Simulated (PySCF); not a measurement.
Input

```
{"job": {"kind": "inter", "xc": "wB97M-D3(BJ)", "basis": "def2-TZVPD", "pairs": false}, "charge": 0, "multiplicity": 1, "parts": [{"atoms": "0-2", "charge": 0, "multiplicity": 1}, {"atoms": "3-8", "charge": 0, "multiplicity": 1}]}
O     -1.253559    -0.411657    -0.474202
C     -0.174583    -0.135874    -0.151152
O      0.911608     0.130265     0.157121
C     -1.021012     1.236187     2.865984
C     -1.233664     2.243300     2.020638
H     -0.009741     0.934288     3.148504
H     -1.848688     0.678670     3.311122
H     -0.404692     2.803928     1.581568
H     -2.243093     2.550357     1.738970
```

Launched as:

```sh
OMP_NUM_THREADS=1 python cluster_run.py task.json out
```

Geometry: PBE0-D3(BJ)/def2-SVPD.

Computed with wB97M-D3(BJ)/def2-TZVPD, SCF density, gas phase in PySCF 2.14.0.

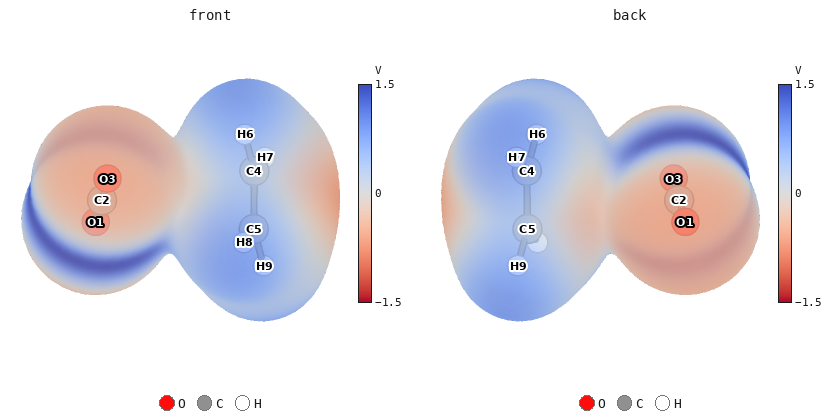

CO2···C2H4. The electrostatic potential painted on the density surface at 0.002 e/bohr³, seen from the front and from behind; the colour scale runs from red (negative) to blue (positive).

> Where is the surface potential most negative and most positive?

The most negative region (about −0.6 V, or −14 kcal/mol for a unit charge) lies over O1, C4 and C5, the most positive (about +1.4 V, or +32 kcal/mol for a unit charge) over C2.

> How polar is the complex by this calculation?

Its dipole moment is 0.25 D.
